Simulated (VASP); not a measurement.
Band structure of SiC (zinc blende). All values below come from RPBE GGA, VASP's PBE PAW potentials (set 64) (plane waves; VASP).

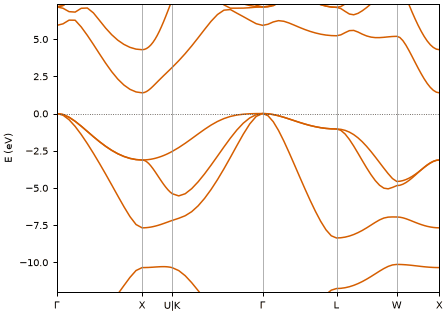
Figure: Bands along high-symmetry lines, zero at the valence-band maximum or, without a gap, the Fermi level

Q: Read the plot: is there a gap, and where are the band edges?

A: The gap is indirect, 1.39 eV, from the valence maximum at Γ to the conduction minimum at X. (Edges off the drawn lines would not show.)

Measured: gap 2.53 eV (computed value off by -1.14 eV), as given by Wei Chen et al., Physical Review Materials (2018), doi:10.1103/physrevmaterials.2.073803 [zero-point renormalisation of 0.11 eV added back (the table's ZPR column)].

The compound is SiC in the zinc blende structure. It was relaxed first.
